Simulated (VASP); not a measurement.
Band structure of YN (rock salt). Method: vdW-DF2, VASP's PBE PAW potentials (set 64) (plane waves; VASP 6.6.1).

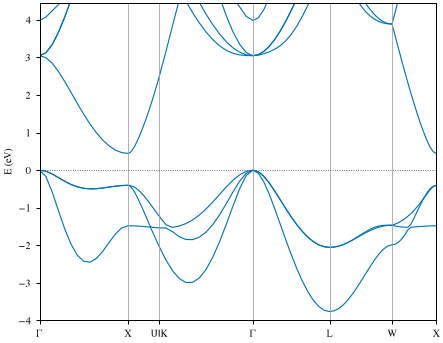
Fig. 1. Bands along high-symmetry lines, zero at the valence-band maximum or, without a gap, the Fermi level

### Question
Read the plot: is there a gap, and where are the band edges?

### Answer
The gap is indirect, 0.45 eV, from the valence maximum at Γ to the conduction minimum at X. (Edges off the drawn lines would not show.)

The compound is YN in the rock salt structure. It was relaxed first, which changed the volume by +6 %.
